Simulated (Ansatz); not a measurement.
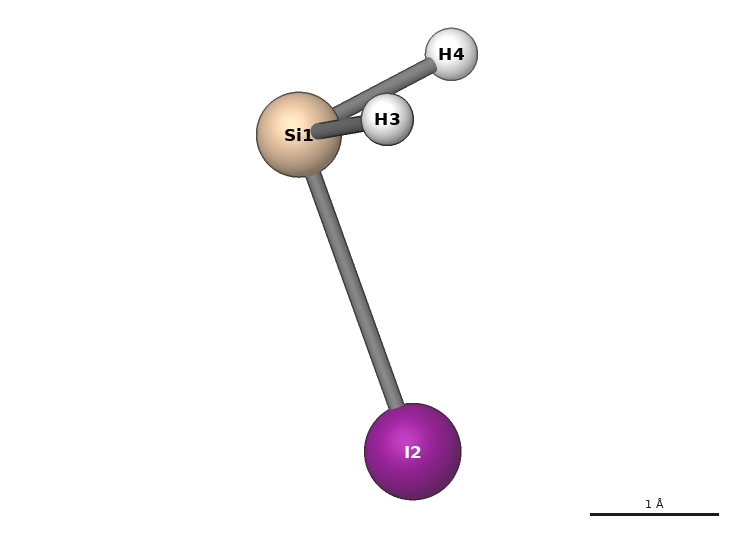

Atoms carry their numbers in the input. The species has charge −1 and is a spin singlet. The geometry was computed by an optimisation with PBE0-D4/def2-TZVPD. No frequency run is at hand to confirm it as a minimum.

> What is the geometry at Si1?

Si1 has 3 neighbours (I2 at 2.67, H3 at 1.54, H4 at 1.54 Å); the arrangement is trigonal pyramidal.
